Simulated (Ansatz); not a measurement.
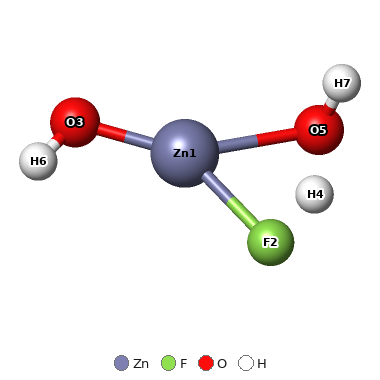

The system is the reacting system FH₃O₂Zn (fragments FHOZn + H₂O where the first distance is long, H₂O₂Zn + FH where the second is long); the picture shows the reference structure. First axis: distance Zn1–O5 (bond that forms). Second axis: distance Zn1–F2 (bond that breaks). Relaxed at each point: all other coordinates. The scan uses an 8 × 8 grid. Points are written as (first, second). All energies are given in kcal/mol relative to a guessed transition structure relaxed with its forming and breaking bonds held. Energies and slopes of some neighbouring points disagree (a jump in structure or state, or too coarse a mesh). The reference is spin-restricted, so regions where a bond is pulled apart into radicals lie too high. These are results of Ansatz 0.2.0, RKS B3LYP-D4/def2-SVP, not measurements.

Its coordinates:

```xyz
7

Zn   -0.0871   -0.5643   -0.0126
F     1.0974    0.8604   -1.0558
O    -0.2536   -2.2954    0.3880
H     0.2176    1.4893   -0.5254
O    -0.8272    1.4900    0.2014
H     0.4181   -2.8299   -0.0579
H    -0.5653    1.8498    1.0622
```

Range: distance Zn1–O5 (bond that forms) from 1.692 to 3.492 Å; distance Zn1–F2 (bond that breaks) from 1.638 to 3.138 Å.

Q: What landscape does the calculation give?

A: The lowest grid point is at (2.068 Å, 1.770 Å), −16 kcal/mol from a guessed transition structure relaxed with its forming and breaking bonds held. The highest grid point, (3.492 Å, 3.138 Å), lies 95 kcal/mol above the lowest.

| second ↓, first → | 1.692 | 1.850 | 2.068 | 2.316 | 2.586 | 2.874 | 3.177 | 3.492 |
| --- | --- | --- | --- | --- | --- | --- | --- | --- |
| 3.138 | 1 | −2 | 7 | 24 | 42 | 59 | 73 | 79 |
| 2.875 | 0 | −4 | 5 | 22 | 38 | 54 | 62 | 67 |
| 2.623 | −2 | −6 | 3 | 18 | 33 | 41 | 47 | 51 |
| 2.383 | −3 | −7 | −1 | 11 | 19 | 26 | 32 | 35 |
| 2.158 | −2 | −8 | −6 | −1 | 5 | 10 | 14 | 17 |
| 1.951 | 4 | −9 | −14 | −12 | −8 | −4 | 0 | 2 |
| 1.770 | 8 | −8 | −16 | −15 | −13 | −9 | −7 | −5 |
| 1.638 | −8 | −3 | −11 | −8 | −6 | −4 | −1 | 0 |

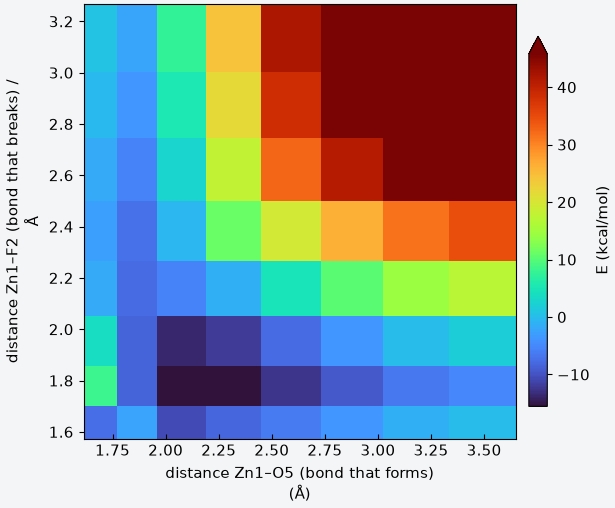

The picture shows one coloured cell a grid point, one colour for all values above the top of the scale.

Each point was launched as `ansatz run input.yaml --threads 1 --pin off --max-ram 2560MiB --backend cpu --events-out ev --progress --plain --runs-dir out`. Time for the 64 points that were run: 27 min on 1 thread of Arm Neoverse V2 (shared host).
